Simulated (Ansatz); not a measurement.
**Geometry relaxation of WH₅BrCl₂O (part 2 of 2)**

The same run, continued: WH₅BrCl₂O; RKS B3LYP-D4/def2-SVP (Ansatz 0.2.0). The input holds or restrains some coordinates. It belongs to a series of runs on one base structure; here: pulled along the bonds that form and break, towards end B.

Geometry of the input (Å):
```
W  0.0000  0.0000  0.0000
O  0.0000  0.0000  2.2900
H  -0.9095  -0.2814  2.6271
H  1.7200  0.0000  0.0000
H  0.0000  1.7200  0.0000
H  -1.7200  0.0000  0.0000
Cl 0.0000  -2.3900  0.0000
Cl 0.0000  0.0000  -2.3900
Br 1.8798  -1.9708  0.9050
H  0.9046  -0.9484  2.1267
```

**Trajectory as extended XYZ, continued**
```
10
Properties=species:S:1:pos:R:3:forces:R:3 step=5 energy=-99031.82713
W     0.2104   -0.3263   -0.3994   -0.0026   0.2881   0.6921
O     0.0109    0.0320    2.6878    0.1787  -0.4065  -0.9877
H    -0.9011   -0.3090    2.6552    0.3490  -0.1266   0.0984
H     1.7177    0.3011    0.0588   -0.7063   1.0658   0.0298
H     0.0390    1.4180    0.0114    0.1026  -1.2891   0.0871
H    -1.4601    0.0196    0.0747    1.1714  -0.0248   0.2648
Cl   -0.5508   -2.5179   -0.0722   -1.5700  -0.1458   0.0386
Cl    0.0403    0.0197   -2.5345    0.2080   0.0784  -0.7809
Br    2.1638   -1.7696    0.5271    0.6854   0.3186   0.2199
H     0.6048   -0.7383    2.5499   -0.4162   0.2418   0.3379
10
Properties=species:S:1:pos:R:3:forces:R:3 step=6 energy=-99032.45071
W     0.2301   -0.3541   -0.4592    0.2495  -0.2469   0.8495
O    -0.0051    0.0233    2.6278    3.7649   0.7179  -0.9621
H    -0.8407   -0.3347    2.6782   -3.3662  -1.4481   0.2732
H     1.6147    0.4666    0.0523   -0.5203   0.4545  -0.1419
H     0.0414    1.2577    0.0484   -0.0116  -0.2837   0.0594
H    -1.3175    0.0353    0.1331    0.4443  -0.0536   0.0683
Cl   -0.7119   -2.4961   -0.0601   -0.5904   0.2391   0.0226
Cl    0.0966    0.0097   -2.6206    0.1578   0.0272  -0.3587
Br    2.1710   -1.7234    0.5584    0.1644   0.1025   0.0203
H     0.5962   -0.7549    2.6004   -0.2924   0.4911   0.1694
10
Properties=species:S:1:pos:R:3:forces:R:3 step=7 energy=-99032.70646
W     0.2469   -0.3620   -0.5261    0.1484  -0.0027   1.0045
O     0.0302   -0.0451    2.5691    1.1824  -0.7394  -0.4849
H    -0.8220   -0.3479    2.8769   -0.7436  -0.1555   0.1412
H     1.5297    0.5970   -0.0189   -0.0986   0.1504  -0.0147
H    -0.0005    1.2056    0.0013    0.0047   0.1349  -0.0355
H    -1.2471    0.0289    0.1233    0.0952   0.0492  -0.0770
Cl   -0.8257   -2.4006   -0.0653   -0.3029  -0.2952   0.0221
Cl    0.2048   -0.0343   -2.7126    0.0613  -0.0017  -0.1886
Br    2.1533   -1.6726    0.5968    0.0353   0.0328  -0.1551
H     0.6053   -0.8395    2.7142   -0.3821   0.8271  -0.2122
10
Properties=species:S:1:pos:R:3:forces:R:3 step=8 energy=-99032.72647
W     0.2498   -0.3690   -0.4995    0.1366   0.0606   0.7090
O     0.0120   -0.0162    2.5931    1.0114  -0.8885  -0.5959
H    -0.8447   -0.3725    2.8490   -0.3346  -0.1338   0.0282
H     1.5232    0.6051    0.0058   -0.0771   0.1001   0.0267
H     0.0076    1.2065    0.0143   -0.0175   0.0880  -0.0536
H    -1.2429    0.0341    0.1399    0.0595   0.0329  -0.0192
Cl   -0.8405   -2.4088   -0.0407   -0.2137  -0.1850   0.0525
Cl    0.2162   -0.0452   -2.6887    0.0505  -0.0138  -0.0976
Br    2.1822   -1.6960    0.5538   -0.0690   0.0673  -0.0689
H     0.6120   -0.8083    2.6319   -0.5461   0.8721   0.0187
10
Properties=species:S:1:pos:R:3:forces:R:3 step=9 energy=-99032.77324
W     0.2388   -0.3663   -0.4875    0.1049   0.0232   0.7267
O     0.0274   -0.0393    2.6079    0.4254  -0.8150  -0.5386
H    -0.8214   -0.5075    2.7033    0.2421   0.0442   0.0096
H     1.4673    0.6486    0.0550   -0.0125  -0.0271   0.0548
H    -0.0124    1.2340   -0.0470   -0.0179   0.0157  -0.1173
H    -1.2373    0.0830    0.1526   -0.0288  -0.0015  -0.0039
Cl   -0.9332   -2.3820    0.0144    0.0388   0.1013   0.0037
Cl    0.2729   -0.0864   -2.6909    0.0081  -0.0511   0.0559
Br    2.1658   -1.6988    0.5591   -0.1356   0.0662  -0.1262
H     0.7070   -0.7558    2.6920   -0.6245   0.6441  -0.0648
10
Properties=species:S:1:pos:R:3:forces:R:3 step=10 energy=-99032.77318 accepted=F
W     0.2468   -0.3596   -0.5068    0.0100   0.0393   0.7637
O     0.0032   -0.0726    2.5902    0.1490  -1.0160  -0.2539
H    -0.8128   -0.5779    2.8064    0.5916   0.3202  -0.2148
H     1.4544    0.6735    0.0477    0.0363  -0.0543   0.1107
H    -0.0178    1.2451   -0.1003   -0.0190   0.0513  -0.1406
H    -1.2212    0.0945    0.1416   -0.0420   0.0681  -0.0393
Cl   -0.9712   -2.3330    0.0257    0.0758  -0.0390  -0.0159
Cl    0.3076   -0.1132   -2.7173   -0.0101  -0.0534   0.0748
Br    2.1596   -1.6867    0.5624   -0.1264   0.0485  -0.1468
H     0.7263   -0.7408    2.7093   -0.6652   0.6355  -0.1378
10
Properties=species:S:1:pos:R:3:forces:R:3 step=11 energy=-99032.79089
W     0.2408   -0.3595   -0.4870    0.1032  -0.0361   0.7404
O     0.0215   -0.0576    2.6108    0.3956  -0.7399  -0.5340
H    -0.8099   -0.5558    2.7103    0.2507   0.0604  -0.0060
H     1.4479    0.6585    0.0966   -0.0195  -0.0249   0.0578
H    -0.0196    1.2541   -0.1056   -0.0284   0.0122  -0.0994
H    -1.2331    0.1058    0.1479   -0.0298   0.0061   0.0103
Cl   -0.9512   -2.3582    0.0350    0.0360   0.1243  -0.0026
Cl    0.2872   -0.1105   -2.6941    0.0211  -0.0493   0.0322
Br    2.1663   -1.6989    0.5519   -0.1282   0.0762  -0.1367
H     0.7250   -0.7486    2.6928   -0.6005   0.5711  -0.0620
10
Properties=species:S:1:pos:R:3:forces:R:3 step=12 energy=-99032.81763
W     0.2466   -0.3489   -0.4864    0.1093  -0.0977   0.8268
O     0.0150   -0.0829    2.6130    0.4503  -0.6224  -0.5200
H    -0.7925   -0.6119    2.7309    0.1582   0.0336  -0.0279
H     1.4198    0.6688    0.1690   -0.0842  -0.0103   0.0335
H    -0.0398    1.2825   -0.1973   -0.0025  -0.0453  -0.0807
H    -1.2243    0.1346    0.1462   -0.0111   0.0365   0.0174
Cl   -0.9733   -2.3197    0.0618    0.0115   0.1314  -0.0184
Cl    0.3091   -0.1466   -2.6981    0.0417  -0.0370  -0.0280
Br    2.1714   -1.6999    0.5360   -0.1208   0.1082  -0.1576
H     0.7428   -0.7466    2.6837   -0.5523   0.5030  -0.0451
10
Properties=species:S:1:pos:R:3:forces:R:3 step=13 energy=-99032.85634
W     0.2533   -0.3407   -0.4789    0.1132  -0.0720   0.9868
O     0.0136   -0.1199    2.6257    0.4295  -0.6861  -0.4798
H    -0.7557   -0.7136    2.7066    0.2415   0.1184  -0.0308
H     1.3463    0.7024    0.2909   -0.1983  -0.0675  -0.0471
H    -0.0709    1.3164   -0.3355    0.0885  -0.2550  -0.0986
H    -1.2041    0.1914    0.1562    0.0385   0.0933   0.0315
Cl   -1.0319   -2.2537    0.1048    0.0267   0.1663  -0.0616
Cl    0.3567   -0.2149   -2.6995    0.0495  -0.0080  -0.0768
Br    2.1821   -1.7029    0.5124   -0.1614   0.2191  -0.2008
H     0.7857   -0.7350    2.6761   -0.6278   0.4915  -0.0229
10
Properties=species:S:1:pos:R:3:forces:R:3 step=14 energy=-99032.91793
W     0.2499   -0.3503   -0.4646    0.2265   0.0940   1.1046
O    -0.0009   -0.1738    2.6437    0.5439  -0.9744  -0.3808
H    -0.7138   -0.8418    2.7257    0.3807   0.3173  -0.0679
H     1.2264    0.7498    0.4093   -0.3470  -0.1709  -0.1778
H    -0.0611    1.3358   -0.5313    0.1403  -0.5966  -0.0505
H    -1.1618    0.3006    0.1856    0.1445   0.0834   0.0839
Cl   -1.1089   -2.1942    0.1312    0.0230   0.2970  -0.1425
Cl    0.4060   -0.2909   -2.6941    0.0426  -0.0100  -0.1563
Br    2.2131   -1.6812    0.4893   -0.2812   0.3832  -0.2357
H     0.8261   -0.7248    2.6640   -0.8735   0.5770   0.0231
10
Properties=species:S:1:pos:R:3:forces:R:3 step=15 energy=-99033.03464
W     0.2464   -0.3793   -0.4472    0.1783   0.5378   1.3015
O     0.0039   -0.2253    2.6660    0.5576  -1.3150  -0.3046
H    -0.6788   -0.9365    2.7022    0.5436   0.5430  -0.0141
H     1.0764    0.8063    0.4878   -0.4301  -0.3411  -0.3101
H    -0.0531    1.3042   -0.7239    0.2034  -0.8636   0.0845
H    -1.0719    0.4114    0.2824    0.4031  -0.0410  -0.0706
Cl   -1.2230   -2.1225    0.1044    0.0623   0.3480  -0.1479
Cl    0.4464   -0.3677   -2.6887    0.0355  -0.0499  -0.2435
Br    2.2687   -1.6220    0.4913   -0.4812   0.5396  -0.3242
H     0.8599   -0.7393    2.6845   -1.0725   0.6421   0.0290
10
Properties=species:S:1:pos:R:3:forces:R:3 step=16 energy=-99033.12524
W     0.2126   -0.4339   -0.4221    1.6120   2.3697   0.2935
O    -0.0032   -0.3037    2.6956    0.5455  -1.2595  -0.2797
H    -0.6506   -1.0436    2.7556    0.4778   0.5488   0.0072
H     0.8939    0.8337    0.5222   -0.3212  -0.5197  -0.3467
H     0.0044    1.2241   -0.8542    0.0549  -0.8455   0.0545
H    -0.9625    0.5553    0.3498    0.5242  -0.4777  -0.2801
Cl   -1.3365   -1.9722    0.0565   -1.0084  -0.7594   0.2287
Cl    0.4763   -0.4846   -2.7295   -0.0938  -0.0782   0.6113
Br    2.3665   -1.4707    0.4847   -0.8082   0.4681  -0.3500
H     0.8740   -0.7750    2.7001   -0.9828   0.5534   0.0612
10
Properties=species:S:1:pos:R:3:forces:R:3 step=17 energy=-99033.27123
W     0.2480   -0.3728   -0.4275    0.2096   0.4331   1.0355
O    -0.0151   -0.3932    2.6936    0.6186  -1.0777  -0.1601
H    -0.6088   -1.1621    2.8441    0.3475   0.5241  -0.1223
H     0.8363    0.8885    0.5488   -0.1187  -0.2114  -0.3940
H     0.0115    1.2016   -1.0494    0.0992  -0.4926   0.4415
H    -0.8958    0.5804    0.3804    0.3484  -0.0779  -0.3700
Cl   -1.4561   -1.8587    0.0114    0.0190   0.0310  -0.0241
Cl    0.4762   -0.5831   -2.6931    0.0679  -0.0266  -0.0344
Br    2.3899   -1.3700    0.5067   -0.6772   0.4289  -0.3564
H     0.8889   -0.8013    2.7437   -0.9144   0.4692  -0.0156
10
Properties=species:S:1:pos:R:3:forces:R:3 step=18 energy=-99033.31936
W     0.1707   -0.3828   -0.4147    1.2469   0.0627   1.0653
O     0.0723   -0.4886    2.7085    0.6160  -0.3012  -0.2223
H    -0.5484   -1.2303    2.7586    0.0108  -0.0547   0.0757
H     0.7875    0.9112    0.4557   -0.0738  -0.0490  -0.0896
H    -0.0113    1.1440   -1.0354    0.0294   0.0374  -0.1280
H    -0.9012    0.6949    0.2701   -0.0697  -0.0500  -0.0193
Cl   -1.6185   -1.7426    0.0241   -0.2030  -0.1696   0.0848
Cl    0.5907   -0.6733   -2.6395   -0.0984   0.0027  -0.1178
Br    2.3766   -1.2094    0.5476   -0.6455   0.1786  -0.4153
H     0.9564   -0.8936    2.8839   -0.8128   0.3430  -0.2334
10
Properties=species:S:1:pos:R:3:forces:R:3 step=19 energy=-99033.29059 accepted=F
W     0.2159   -0.3663   -0.3860    0.6408  -0.4408   0.5366
O    -0.0657   -0.5187    2.7293    1.4215  -0.9999  -0.3258
H    -0.5749   -1.3431    2.9147    0.5472   0.6424  -0.2229
H     0.8423    0.9592    0.4141    0.0038   0.0180   0.1494
H     0.0383    1.1526   -1.0193    0.0085   0.0416  -0.1488
H    -0.8891    0.7062    0.2405   -0.0395   0.0351   0.1495
Cl   -1.5763   -1.7463    0.0731    0.0128   0.0212  -0.0377
Cl    0.5381   -0.6761   -2.6244   -0.0456  -0.0179  -0.0611
Br    2.4408   -1.2326    0.4850   -0.7354   0.3106  -0.1459
H     0.9057   -0.8055    2.7315   -1.8141   0.3896   0.1066
10
Properties=species:S:1:pos:R:3:forces:R:3 step=20 energy=-99033.35906
W     0.2165   -0.3619   -0.3943    0.6424  -0.3518   0.7458
O    -0.0004   -0.5070    2.7204    0.7321  -0.3732  -0.3588
H    -0.5721   -1.2855    2.8122   -0.0007   0.0486  -0.0117
H     0.8127    0.9572    0.4434    0.0021   0.0032   0.0004
H     0.0396    1.1516   -1.0549    0.0009   0.0123  -0.0263
H    -0.8808    0.6964    0.2800   -0.0065   0.0058  -0.0204
Cl   -1.5786   -1.7471    0.0448    0.0493   0.0368   0.0420
Cl    0.4981   -0.7021   -2.6402    0.0132   0.0289   0.0253
Br    2.4295   -1.1955    0.5383   -0.7017   0.2586  -0.3296
H     0.9105   -0.8766    2.8092   -0.7311   0.3308  -0.0666
```

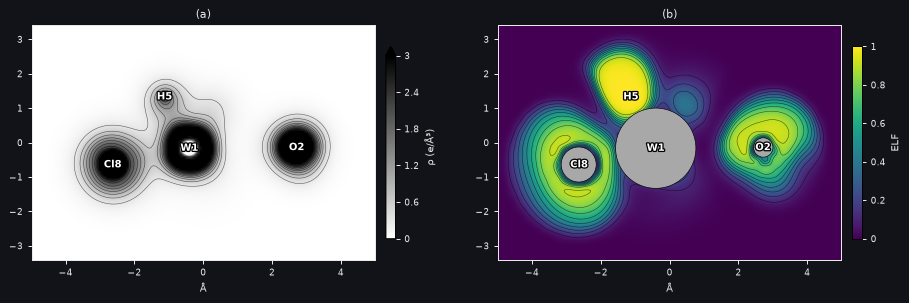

(a) electron density; (b) ELF on the plane of atoms H5, W1 and Cl8. Grey discs, where drawn, cover atomic cores. W1···O2 (3.13 Å): ρ at the midpoint is about 0.07 e/Å³; the ELF is only about 0 between them. W–H (1.66 Å): ρ is about 1.7 e/Å³ halfway, with its minimum of 1 e/Å³ about 1.1 Å from W; the ELF climbs to about 1 towards the hydrogen, as it does in any bond to H.

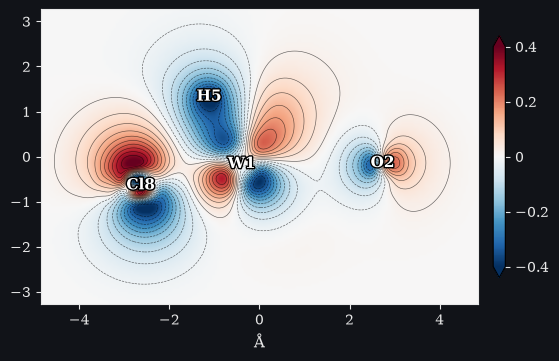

The HOMO−1 on the plane of atoms H5, W1 and Cl8 (values in Å⁻³ᐟ²; the overall sign is arbitrary). Its weight (Hirshfeld) is mainly on W1 (25 %), Cl7 (20 %), Cl8 (20 %), H6 (10 %) and Br9 (10 %). Its energy is −7.98 eV.

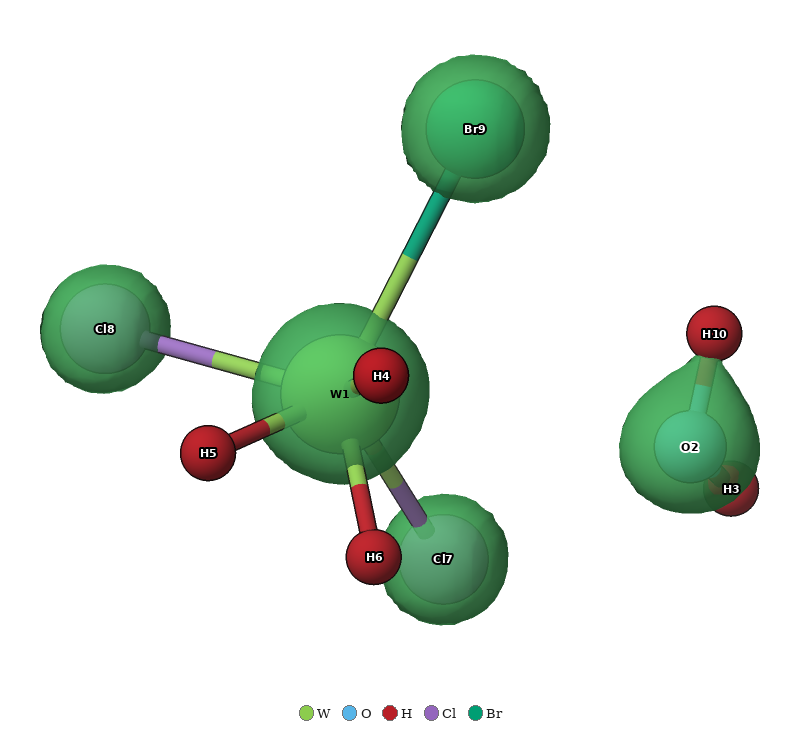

Isosurface of the electron density at 2 e/Å³ (green), seen at a tilt. At this value the surface falls into five separate pieces. It is pinched off along the W···O (3.13 Å), W–Cl (2.29 Å) and W–Br (2.54 Å) contacts. On the grid the lowest density along these lines, outside the cores, is 0.07 e/Å³ (W···O, 3.13 Å), 0.69 e/Å³ (W–Cl, 2.29 Å), 0.5 e/Å³ (W–Br, 2.54 Å) and 2.3 e/Å³ (O–H, 0.97 Å).
